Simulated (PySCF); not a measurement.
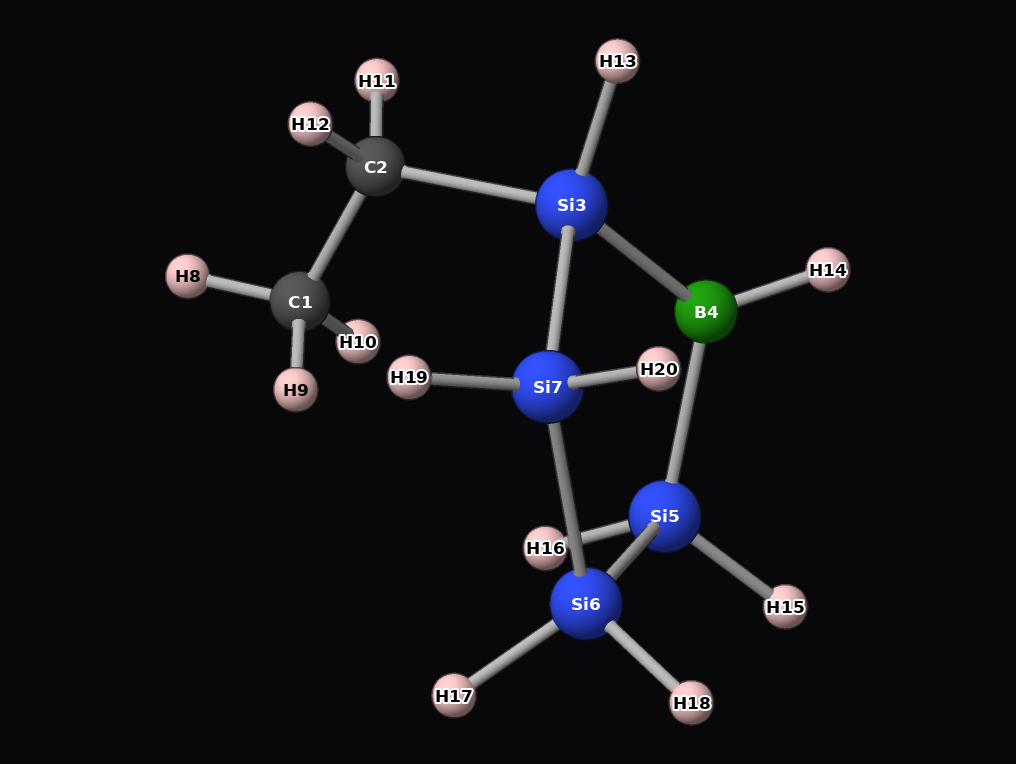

The questions are on isotropic NMR shieldings of the H atoms. The geometry was computed by an optimisation with GFN2-xTB. No frequency run is at hand to confirm it as a minimum. Method: GIAO PBE0/pcSseg-1 NMR shielding, non-relativistic, gas phase (PySCF 2.14.0).

Give the isotropic NMR shieldings of the H atoms atom by atom.

| atom | σ (ppm) |
| --- | --- |
| H8 | 29.98 |
| H9 | 30.34 |
| H10 | 30.00 |
| H11 | 30.41 |
| H12 | 30.62 |
| H13 | 27.40 |
| H14 | 16.56 |
| H15 | 27.97 |
| H16 | 27.19 |
| H17 | 27.67 |
| H18 | 27.95 |
| H19 | 28.03 |
| H20 | 28.03 |

The geometry is semi-empirical. Around B, Si such bond lengths and angles can be off by a tenth of an ångström or more and by several degrees, and values that hang on the shape move with them.
